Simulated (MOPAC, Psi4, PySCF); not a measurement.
Interaction energy of H3Al ··· H3Al (SMILES [AlH3] and [AlH3]). Monomers: optimised at B3LYP-D3(BJ) (def2-TZVP), held rigid. Orientation: lowest of the rigid-body minima from ten starts at GFN2-xTB. Only R, the distance of the centres of mass, is varied, so the lowest point isn't the relaxed dimer.

Geometry at R = 2.77 Å (first 4 atoms: monomer A):
```
8

Al     0.0000     0.0000     0.0000
H     -1.3538    -0.8141     0.0405
H      1.3816    -0.7659    -0.0421
H     -0.0278     1.5800     0.0016
Al     2.5661     1.0374    -0.1129
H      1.8423     1.2384     1.2773
H      1.7636     1.2427    -1.4585
H      4.0926     0.6311    -0.1574
```

- HF/aug-cc-pVTZ, counterpoise-corrected (Psi4)
- PM6, restricted, heats of formation (MOPAC)
- RKS-M06-2X/6-31G* = restricted M06-2X/6-31G*, spherical d, no counterpoise correction run with PySCF
- PBE/def2-TZVP, counterpoise-corrected (Psi4)
- SCS-MP2/aug-cc-pVTZ = DF-SCS-MP2/aug-cc-pVTZ, frozen core, counterpoise-corrected run with Psi4 1.11

Interaction energies in kJ/mol (negative: bound); R is the distance of the centres of mass, d the H3···Al5 distance.

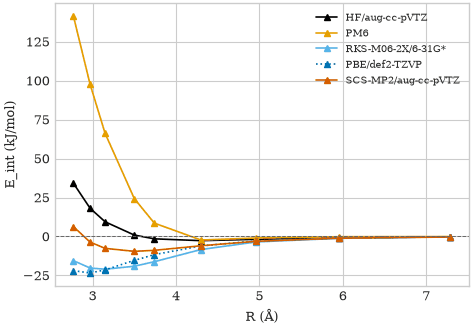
*Interaction energy against separation.*

| R / Å | d / Å | HF/aug-cc-pVTZ | PM6 | RKS-M06-2X/6-31G* | PBE/def2-TZVP | SCS-MP2/aug-cc-pVTZ |
|---|---|---|---|---|---|---|
| 2.77 | 2.16 | 34.13 | 141.36 | -15.53 | -21.89 | 6.26 |
| 2.97 | 2.33 | 18.09 | 97.58 | -20.24 | -23.48 | -3.60 |
| 3.15 | 2.48 | 9.42 | 66.13 | -21.00 | -21.42 | -7.64 |
| 3.50 | 2.79 | 0.90 | 24.29 | -19.09 | -15.33 | -9.54 |
| 3.74 | 3.01 | -1.51 | 8.56 | -16.18 | -11.66 | -8.89 |
| 4.30 | 3.53 | -2.68 | -2.29 | -8.36 | -6.06 | -5.94 |
| 4.96 | 4.15 | -1.82 | -0.98 | -3.51 | -2.85 | -3.10 |
| 5.95 | 5.11 | -0.76 | -0.17 | -1.18 | -0.91 | -1.11 |
| 7.29 | 6.41 | -0.25 | -0.07 | -0.23 | -0.22 | -0.33 |

Lowest grid point: HF/aug-cc-pVTZ -2.68 kJ/mol at R = 4.30 Å; PM6 -2.29 kJ/mol at R = 4.30 Å; RKS-M06-2X/6-31G* -21.00 kJ/mol at R = 3.15 Å; PBE/def2-TZVP -23.48 kJ/mol at R = 2.97 Å; SCS-MP2/aug-cc-pVTZ -9.54 kJ/mol at R = 3.50 Å.
